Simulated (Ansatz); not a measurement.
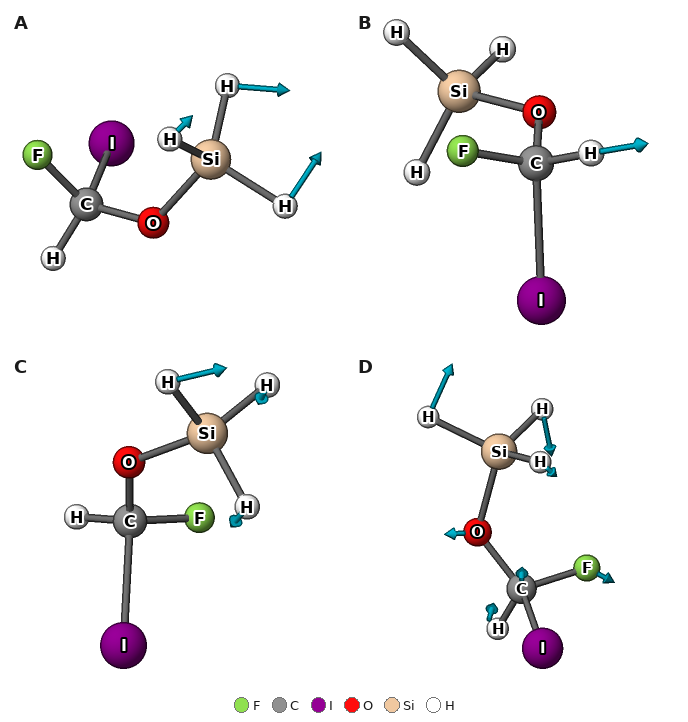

4 normal modes of one molecule or complex, as arrows. Harmonic vibrations computed with RKS PBE0-D4/def2-TZVP, core potentials on I (Ansatz 0.2.0) at a stationary point of the same level.

> Match the panels to the wavenumbers 586 cm⁻¹, 751 cm⁻¹, 937 cm⁻¹, 3146 cm⁻¹.

A: 937 cm⁻¹, H–Si–H bending
B: 3146 cm⁻¹, C–H stretching
C: 751 cm⁻¹, H–Si–O bending
D: 586 cm⁻¹
